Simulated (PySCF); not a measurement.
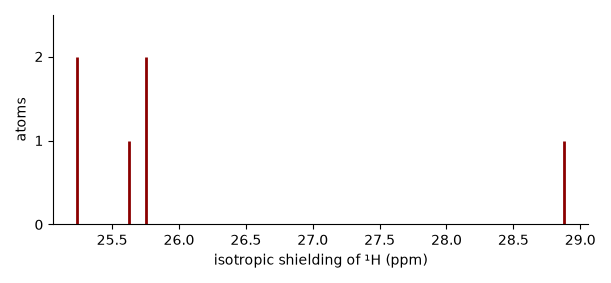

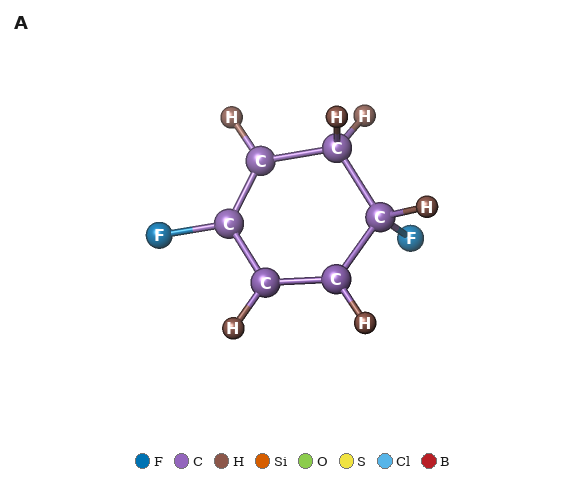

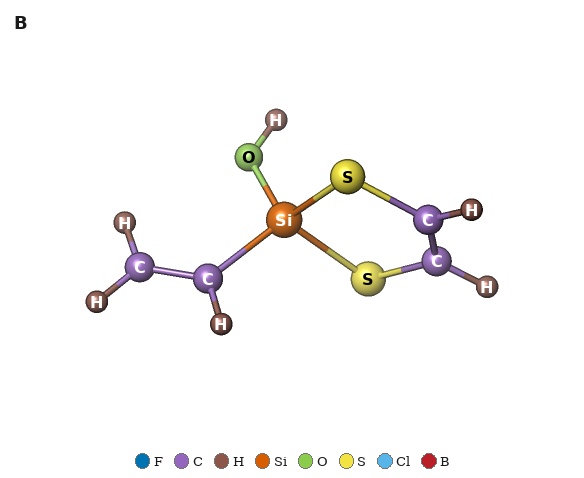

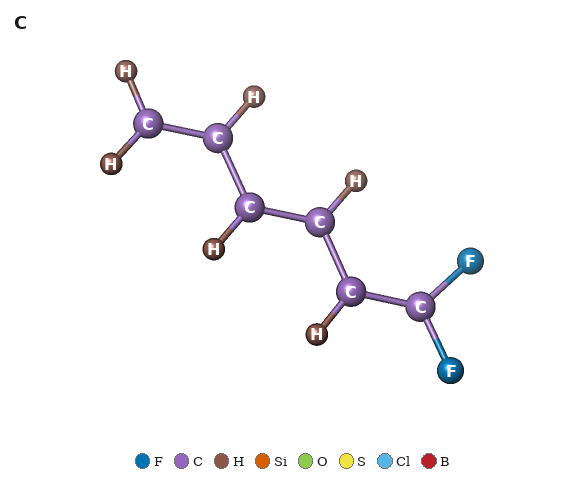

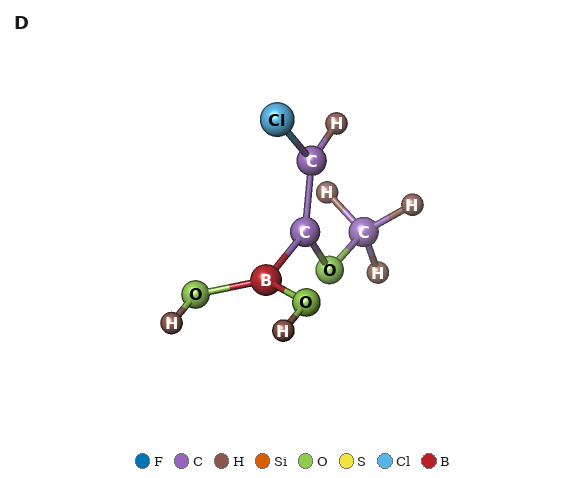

The sticks are computed shieldings of one of the molecules, for one fixed geometry (GFN2-xTB) without averaging over rotations. Low shielding means a high chemical shift. Method: GIAO PBE0/pcSseg-1 NMR shielding, non-relativistic, gas phase (PySCF 2.14.0).

Question: Match the spectrum to a structure.

Answer: B, `C=C[Si]1(O)SC=CS1`. Its 6 H atoms give lines at 25.24 (2 atoms), 25.63, 25.75 (2 atoms), 28.88 ppm.

The geometry is semi-empirical. Around B, Si such bond lengths and angles can be off by a tenth of an ångström or more and by several degrees, and values that hang on the shape move with them.
